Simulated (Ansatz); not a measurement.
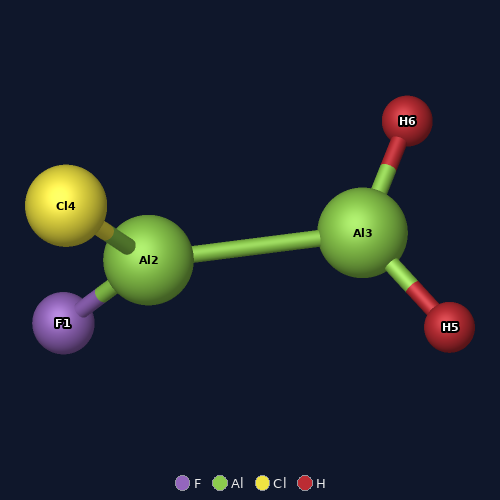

The system is Al₂ClFH₂ (SMILES [F][Al]([AlH2])[Cl]) with the probe F-; the picture shows it without the atoms that are moved over the map. 
- The probe is moved over a plane parallel to the molecule's main plane, 3.67 Å above it.
- The first coordinate is: x of the probe's F atom; the second: y of the probe's F atom.
- Nothing is relaxed (molecule and probe rigid).
- The grid has 15 × 9 points.
- All energies are given in eV relative to molecule and probe far apart, each relaxed in its own basis (no counterpoise correction).
- The calculation used RHF-MP2, frozen core/def2-SVPD (Ansatz).

Range: x of the probe's F atom from −4.69 to 4.69 Å; y of the probe's F atom from −2.68 to 2.68 Å.

Question: What will the energy surface look like?

Answer: The lowest grid point is at x of the probe's F atom = −0.67 Å, y of the probe's F atom = 0.00 Å [nearest 1 H at 3.46 Å], −0.72 eV from molecule and probe far apart, each relaxed in its own basis (no counterpoise correction). It is the only kind of minimum in the scanned range. The highest grid point, x of the probe's F atom = 4.69 Å, y of the probe's F atom = −2.68 Å, lies 0.80 eV above the lowest. Near the minimum the well is nearly round, with a curvature of about 0.22 eV/Å².

| y of the probe's F atom ↓, x of the probe's F atom → | −4.69 | −4.02 | −3.35 | −2.68 | −2.01 | −1.34 | −0.67 | 0.00 | 0.67 | 1.34 | 2.01 | 2.68 | 3.35 | 4.02 | 4.69 |
| --- | --- | --- | --- | --- | --- | --- | --- | --- | --- | --- | --- | --- | --- | --- | --- |
| 2.68 | −0.18 | −0.22 | −0.26 | −0.31 | −0.35 | −0.37 | −0.36 | −0.32 | −0.25 | −0.18 | −0.11 | −0.05 | −0.01 | 0.02 | 0.04 |
| 2.01 | −0.19 | −0.24 | −0.29 | −0.35 | −0.41 | −0.46 | −0.47 | −0.43 | −0.34 | −0.25 | −0.15 | −0.08 | −0.02 | 0.02 | 0.04 |
| 1.34 | −0.21 | −0.26 | −0.32 | −0.38 | −0.46 | −0.54 | −0.58 | −0.55 | −0.46 | −0.33 | −0.20 | −0.11 | −0.03 | 0.02 | 0.05 |
| 0.67 | −0.22 | −0.28 | −0.33 | −0.40 | −0.50 | −0.61 | −0.68 | −0.66 | −0.56 | −0.41 | −0.25 | −0.13 | −0.04 | 0.02 | 0.05 |
| 0.00 | −0.23 | −0.29 | −0.35 | −0.42 | −0.53 | −0.65 | −0.72 | −0.71 | −0.61 | −0.44 | −0.27 | −0.13 | −0.04 | 0.02 | 0.05 |
| −0.67 | −0.23 | −0.29 | −0.35 | −0.43 | −0.53 | −0.62 | −0.67 | −0.65 | −0.56 | −0.40 | −0.24 | −0.11 | −0.02 | 0.03 | 0.06 |
| −1.34 | −0.23 | −0.28 | −0.34 | −0.41 | −0.48 | −0.53 | −0.55 | −0.52 | −0.42 | −0.30 | −0.17 | −0.07 | 0.00 | 0.04 | 0.07 |
| −2.01 | −0.21 | −0.26 | −0.31 | −0.35 | −0.39 | −0.41 | −0.40 | −0.35 | −0.27 | −0.18 | −0.09 | −0.02 | 0.03 | 0.06 | 0.08 |
| −2.68 | −0.19 | −0.23 | −0.26 | −0.28 | −0.29 | −0.29 | −0.26 | −0.21 | −0.15 | −0.08 | −0.02 | 0.03 | 0.06 | 0.08 | 0.08 |

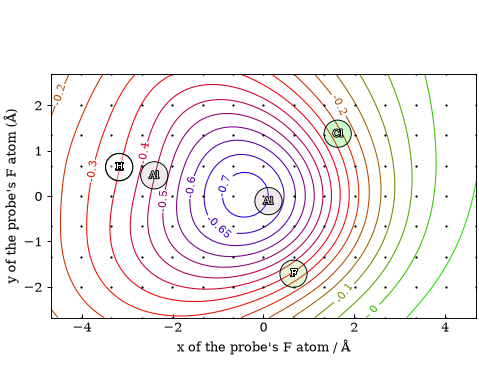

The picture shows contour lines labelled in eV, dots at the grid points, labelled circles for the molecule's atoms, projected on the plane. Between grid points the surface is interpolated.

The whole map (135 points run) took 25 min on 1 thread of Arm Neoverse V2, with other jobs on the host.
